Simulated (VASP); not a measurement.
Band structure of Nb (relaxed from the simple-cubic structure, space group Pm-3m). Computed with PBEsol GGA, VASP's PBE PAW potentials (set 64) (plane waves; VASP).

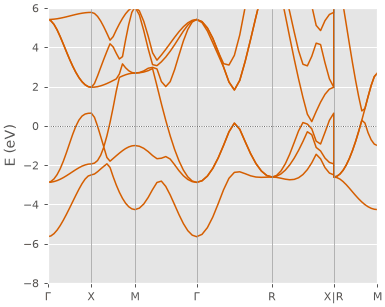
Fig. 1. Bands along high-symmetry lines, zero at the valence-band maximum or, without a gap, the Fermi level

Read the plot: is there a gap, and where are the band edges?

It has no gap at this level: it comes out as a metal or semimetal. (Edges off the drawn lines would not show.)

The structure was generated: Nb was put into the simple-cubic type (Pm-3m), which need not be its known phase. It was relaxed first.
